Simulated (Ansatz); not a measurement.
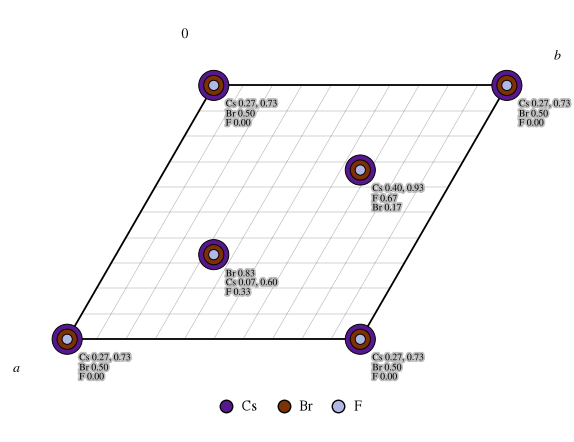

Plan of a unit cell projected along c (a down the page, b across); the numbers are heights as fractions of c, and atoms on the cell's edges are repeated. The grid marks tenths of a and b. Source: coordinates from a relaxation with DFT PBEsol, scalar-relativistic, plane waves, PAW in Ansatz 0.2.0; the starting structure was generated, so it need not be a known form of this composition. All values are computed from the atomic coordinates in the standard setting (tolerance 0.002 Å).

a = 4.553 Å, b = 4.553 Å, c = 23.317 Å, α = 90.00°, β = 90.00°, γ = 120.00°.

What does the cell contain?

6 Cs, 3 Br, 3 F: Cs2BrF, Z = 3.

Which space group?

R-3m, No. 166, hexagonal axes, rhombohedral (trigonal, hexagonal axes).

Give the independent sites, coordinates to two places.

```
atom  site  symmetry     x     y     z
  Cs    6c        3m  0.33  0.67  0.93
  Br    3b       -3m  0.67  0.33  0.83
   F    3a       -3m  0.00  0.00  0.00
```
